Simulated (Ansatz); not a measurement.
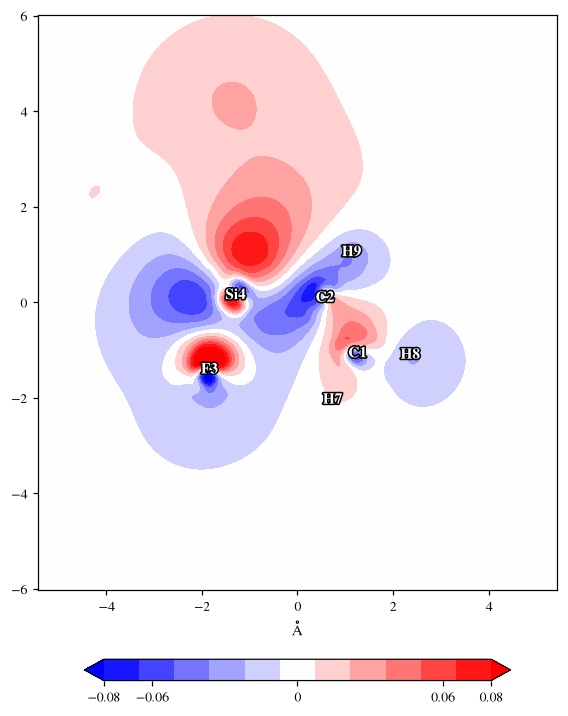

Figure 1: C$_{2}$H$_{9}$FSi$_{3}$. One frontier orbital on the plane of atoms C2, C1 and H7 (values in Å⁻³ᐟ²; the overall sign is arbitrary).

Geometry: PBE-D3(BJ)/def2-SVP.

Theory: isolated molecule in a Gaussian basis; Kohn-Sham density functional theory, functional PBE0 (Ansatz).

```yaml
atoms:
  - { symbol: C, position_ang: [-3.4357, -0.6350, -2.5972] }
  - { symbol: C, position_ang: [-2.1528, -1.0276, -2.4601] }
  - { symbol: F, position_ang: [-1.3481, 1.6209, -3.0874] }
  - { symbol: Si, position_ang: [-0.7222, 0.1601, -2.6410] }
  - { symbol: Si, position_ang: [0.4330, 0.3542, -0.5993] }
  - { symbol: Si, position_ang: [1.0918, -1.8070, 0.0650] }
  - { symbol: H, position_ang: [-3.6915, 0.4102, -2.8416] }
  - { symbol: H, position_ang: [-4.2804, -1.3350, -2.4764] }
  - { symbol: H, position_ang: [-1.9372, -2.0847, -2.2126] }
  - { symbol: H, position_ang: [0.2247, -0.2857, -3.7243] }
  - { symbol: H, position_ang: [-0.4827, 0.9376, 0.4460] }
  - { symbol: H, position_ang: [1.6463, 1.2388, -0.7316] }
  - { symbol: H, position_ang: [1.8398, -1.7821, 1.3708] }
  - { symbol: H, position_ang: [-0.1296, -2.6748, 0.2211] }
  - { symbol: H, position_ang: [1.9757, -2.4212, -0.9885] }
```

> Which orbital is it: HOMO or LUMO?

The LUMO, at −0.94 eV. Its weight (Hirshfeld) is mainly on C1 (about 30 %), C2 (about 25 %), Si4 (about 15 %) and Si5 (about 10 %).
